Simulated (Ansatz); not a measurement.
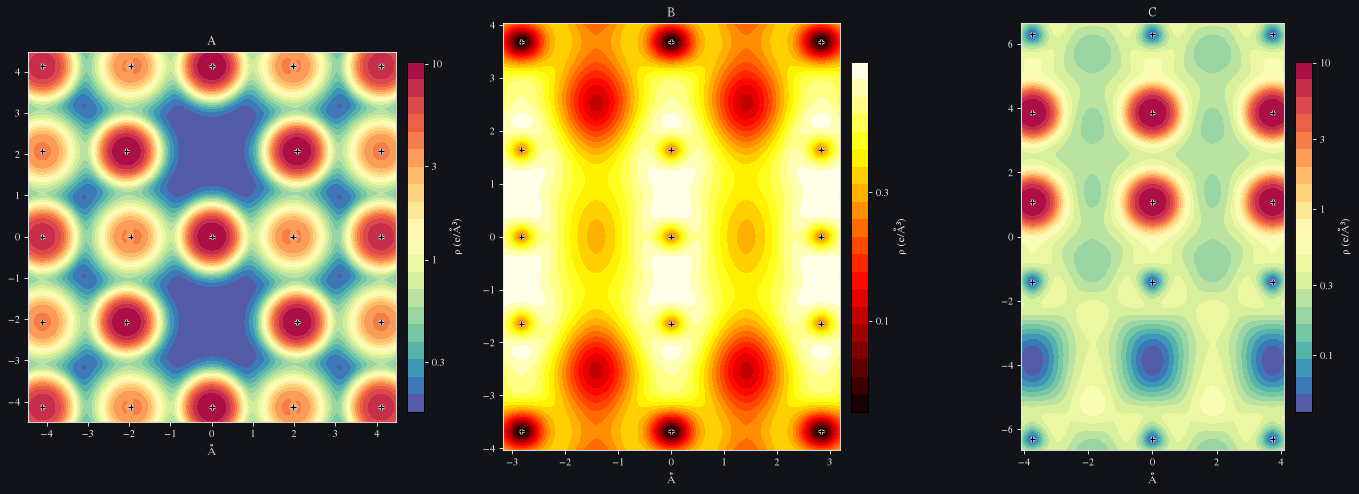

The valence charge density (pseudo) of 3 systems, each on a plane through atoms (crosses mark nuclei in the plane).

Theory: DFT PBE, scalar-relativistic, plane waves, PAW in Ansatz 0.2.0.

System 1: ScTi3N3, the (110) plane of the conventional cell. Space group P4/mmm; a generated structure, not necessarily the stable one; changed on purpose from its base cell (volume × 0.88, shape and atoms relaxed); computed pressure about 35 GPa in this cell; computed without spin polarisation.

System 2: Si3IrRu, the (010) plane of the conventional cell. Space group P6₃mc; a generated structure, not necessarily the stable one; computed without spin polarisation.

```
CELL_PARAMETERS angstrom
3.73986 0.00000 0.00000
-1.86993 3.23881 0.00000
0.00000 0.00000 12.59480
ATOMIC_POSITIONS crystal
Si 0.66667 0.33333 0.44299
Si 0.66667 0.33333 0.05534
Si 0.00000 0.00000 0.24883
Si 0.33333 0.66667 0.55534
Si 0.33333 0.66667 0.94299
Si 0.00000 0.00000 0.74883
Ru 0.33333 0.66667 0.36182
Ru 0.66667 0.33333 0.86182
Ir 0.33333 0.66667 0.14103
Ir 0.66667 0.33333 0.64103
```

System 3: SiB5, the (100) plane of the conventional cell. Space group P-6m2; a generated structure, not necessarily the stable one; computed without spin polarisation.

```
CELL_PARAMETERS angstrom
2.83095 0.00000 0.00000
-1.41548 2.45168 0.00000
0.00000 0.00000 7.36267
ATOMIC_POSITIONS crystal
Si 0.66667 0.33333 0.50000
B 0.33333 0.66667 0.12396
B 0.33333 0.66667 0.87604
B 0.66667 0.33333 0.77678
B 0.66667 0.33333 0.22322
B 0.66667 0.33333 0.00000
```

> Match each panel to its system.

Panel A is system 1, ScTi3N3: the plane holds Sc, Ti and N. Ti–N (1.97 Å): the density is about 0.73 e/Å³ at the midpoint. Panel B is system 3, SiB5: the plane holds Si and B. B–B (1.64 Å): ρ is about 0.89 e/Å³ halfway. Panel C is system 2, Si3IrRu: the plane holds Si, Ru and Ir. Si–Ru (2.44 Å): ρ at the midpoint is about 0.55 e/Å³.
